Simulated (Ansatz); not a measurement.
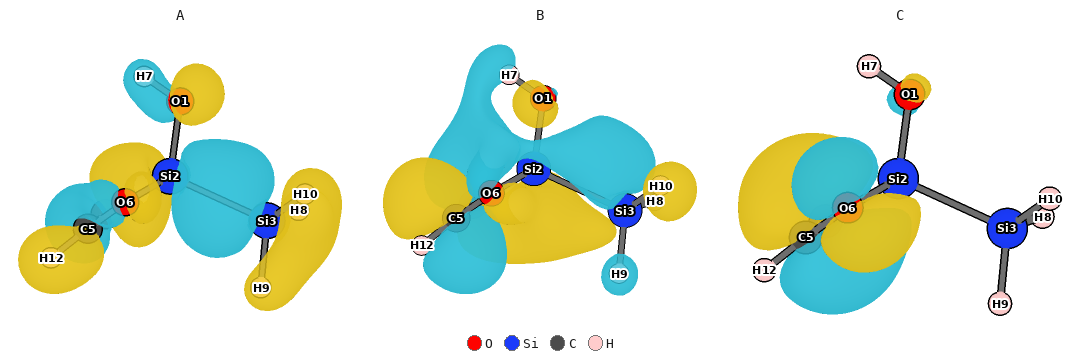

*C2H6O2Si2 (SMILES O[Si]1([SiH3])C=CO1). Three frontier orbitals at ±0.08 Å⁻³ᐟ² (yellow and cyan are the two phases), in no order.*

Method: Ansatz, RKS B3LYP/def2-SVP.

Input file:

```
crystal:
  periodic: [false, false, false]
  atoms:
    - { symbol: O, position_ang: [1.8783, 0.1949, -1.1028] }
    - { symbol: Si, position_ang: [0.4343, 0.0834, -0.2396] }
    - { symbol: Si, position_ang: [0.5448, -1.0046, 1.7351] }
    - { symbol: C, position_ang: [-0.9861, -0.101, -1.2207] }
    - { symbol: C, position_ang: [-1.3637, 1.1713, -0.9397] }
    - { symbol: O, position_ang: [-0.3654, 1.5598, -0.1701] }
    - { symbol: H, position_ang: [1.8465, 0.9616, -1.7618] }
    - { symbol: H, position_ang: [1.0041, -2.4151, 1.5503] }
    - { symbol: H, position_ang: [-0.7205, -0.991, 2.5158] }
    - { symbol: H, position_ang: [1.5904, -0.3878, 2.6772] }
    - { symbol: H, position_ang: [-1.5572, -0.882, -1.7803] }
    - { symbol: H, position_ang: [-2.2285, 1.7552, -1.2294] }
basis:
  gaussian: { orbitals: def2-SVP }
hamiltonian:
  xc: b3lyp
relax:
  f_tol: 0.015
  max_steps: 40
output:
  orbitals: {}
```

Command:

```sh
ansatz run input.yaml --threads 2 --pin off --max-ram 3072MiB --backend cpu --events-out ev --progress --plain --runs-dir out
```

The fields are those of the run's last geometry, not of the input's.

Order the three orbitals by energy and name them.

A is the HOMO−1 (−7.82 eV). By Hirshfeld shares it lies mainly on Si3 (about 25 %), Si2 (about 25 %), C4 (about 20 %) and C5 (about 5 %). C is the HOMO (−6.51 eV). Its weight (Hirshfeld) is mainly on C4 (about 40 %), O6 (about 30 %) and C5 (about 20 %). B is the LUMO (−0.53 eV). It lies mainly on C5 (about 30 %), Si2 (about 20 %), C4 (about 15 %) and Si3 (about 10 %).

What is the HOMO–LUMO gap?

5.98 eV between the orbital energies.
